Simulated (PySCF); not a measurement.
**Run report: C$_{3}$H$_{8}$O$_{3}$S, excited-state calculation**

The run: excited-state calculation of C$_{3}$H$_{8}$O$_{3}$S, SMILES CCCS(=O)(=O)O. Method and program: TDDFT wB97X-D/def2-SVPD, vertical, gas phase, core orbitals frozen in the response (PySCF 2.14.0).

The geometry comes from this level: PBE0-D3(BJ)/def2-SVP.

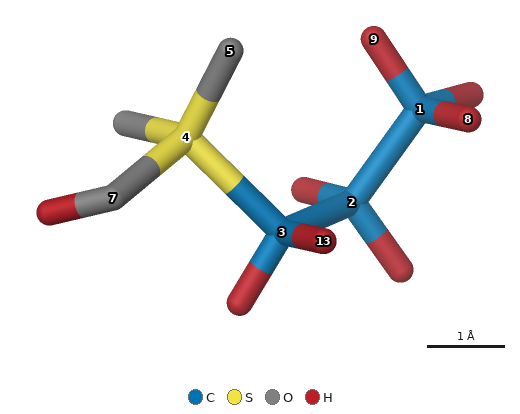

The structure as given in the input (stick view, seen at a tilt; atoms are numbered from 1 in the order of the input).

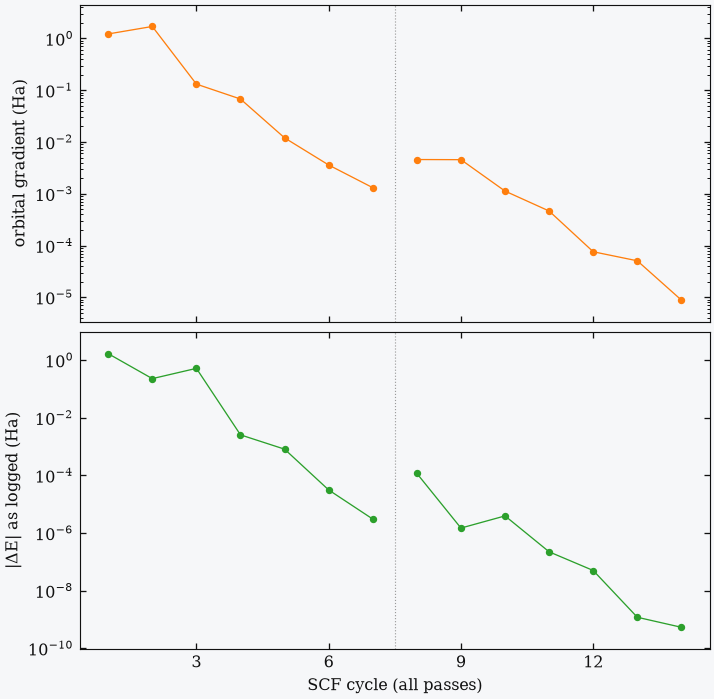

Convergence of the self-consistent field: orbital gradient and size of the energy change against the SCF cycle. The dotted line marks the change from a coarse to the final integration grid. The first 7 cycles use a coarse grid, the final grid takes over at cycle 8, and the field converges after 14 cycles in all.

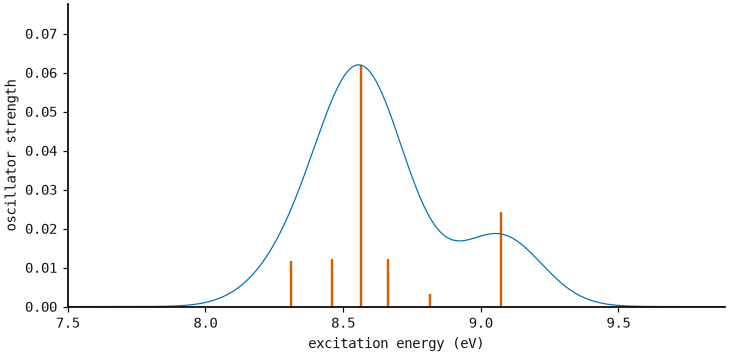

Computed excitations as sticks (degenerate states added up, dark ones marked on the axis), with a Gaussian envelope of 0.35 eV full width at half maximum, scaled to the tallest. Of the 6 states the lowest lies at 8.31 eV (f = 0.012); the strongest line is at 8.56 eV, or 145 nm (f = 0.062).

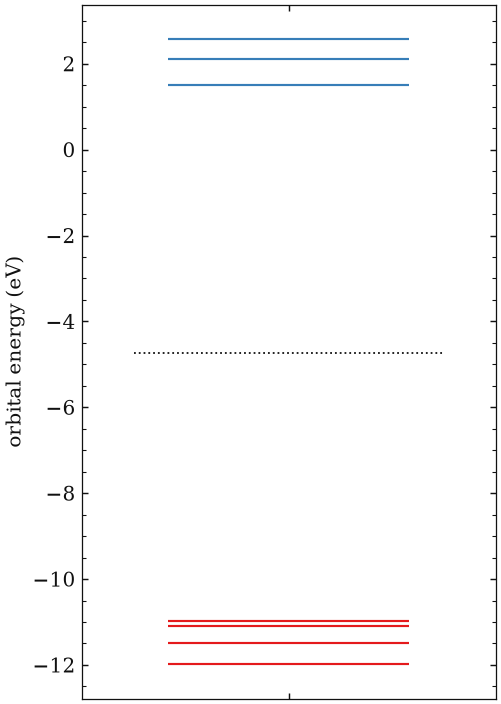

Orbital energies near the frontier; the dotted line parts filled from empty levels, and levels within 0.02 eV of each other stand side by side. Highest filled −10.97 eV, lowest empty 1.50 eV, 12.47 eV apart.

These pictures come from the run below.

**Input file**
```
{"job": {"kind": "uv", "xc": "wB97X-D", "basis": "def2-SVPD", "dynamic": true, "nstates": 6, "ntriplets": 0}, "charge": 0, "multiplicity": 1}
C     -1.861861     0.610107    -0.005183
C     -1.064600    -0.680952     0.094664
C      0.347575    -0.613846    -0.471043
S      1.395235     0.477025     0.479698
O      1.093626     1.854054     0.155410
O      1.433560     0.007610     1.856676
O      2.849856     0.143723    -0.170991
H     -1.937664     0.954044    -1.048641
H     -1.396780     1.421167     0.572585
H     -2.882344     0.460292     0.375896
H     -1.582467    -1.489159    -0.447511
H     -0.997160    -1.009647     1.144676
H      0.383231    -0.235313    -1.503863
H      0.845951    -1.593048    -0.431320
H      3.356256    -0.328625     0.507802
```

The first line tells a small driver script what to run in PySCF; the rest is the geometry in Å.

Launched with:
```bash
OMP_NUM_THREADS=1 python <driver script> task.json out
```

**What the program printed**
```
coarse grid: 13104 points
cycle   1  E = -742.0875040777  dE =  1.671e+00  |g| = 1.223e+00  |ddm| = 4.917e+00
cycle   2  E = -741.8602942002  dE =  2.272e-01  |g| = 1.706e+00  |ddm| = 2.845e+00
cycle   3  E = -742.3768562760  dE = -5.166e-01  |g| = 1.313e-01  |ddm| = 1.627e+00
cycle   4  E = -742.3793962706  dE = -2.540e-03  |g| = 6.765e-02  |ddm| = 1.808e-01
cycle   5  E = -742.3802061258  dE = -8.099e-04  |g| = 1.202e-02  |ddm| = 6.910e-02
cycle   6  E = -742.3802372209  dE = -3.110e-05  |g| = 3.597e-03  |ddm| = 2.094e-02
cycle   7  E = -742.3802402547  dE = -3.034e-06  |g| = 1.311e-03  |ddm| = 6.406e-03
final grid: 121976 points
cycle   8  E = -742.4788304978  dE = -1.166e-04  |g| = 4.586e-03  |ddm| = 1.340e-01
cycle   9  E = -742.4788319765  dE = -1.479e-06  |g| = 4.558e-03  |ddm| = 1.757e-02
cycle  10  E = -742.4788358858  dE = -3.909e-06  |g| = 1.127e-03  |ddm| = 4.927e-03
cycle  11  E = -742.4788361073  dE = -2.215e-07  |g| = 4.644e-04  |ddm| = 1.783e-03
cycle  12  E = -742.4788361571  dE = -4.978e-08  |g| = 7.586e-05  |ddm| = 8.053e-04
cycle  13  E = -742.4788361582  dE = -1.186e-09  |g| = 5.074e-05  |ddm| = 1.591e-04
cycle  14  E = -742.4788361588  dE = -5.318e-10  |g| = 8.839e-06  |ddm| = 7.048e-05
converged SCF energy = -742.4788361588

Static polarisability (au): isotropic 67.443, principal 61.877 64.932 75.519

Singlet excitations
state   eV       nm        f      main configurations
  1   8.3118    149.2   0.01165   H-1->L 0.38, H->L 0.36
  2   8.4606    146.5   0.01208   H->L+1 0.36, H->L+4 0.19, H->L 0.17
  3   8.5641    144.8   0.06199   H-1->L 0.41, H->L 0.20, H-2->L 0.10
  4   8.6631    143.1   0.01209   H-1->L+1 0.36, H-1->L+4 0.20, H->L+1 0.09
  5   8.8168    140.6   0.00313   H-2->L 0.55, H->L 0.12
  6   9.0739    136.6   0.02432   H-3->L 0.32, H-2->L+1 0.16, H-2->L+4 0.09
```

**Key numbers**

```tsv
quantity	value
outcome	converged
total energy	−742.478836 hartree
HOMO	−10.97 eV
LUMO	1.50 eV
dipole moment	3.87 D
mean polarisability	67.44 a.u.
lowest excitation	8.31 eV
hardware	1 CPU thread, shared host
wall time	1.8 min
peak memory	0.99 GiB
```
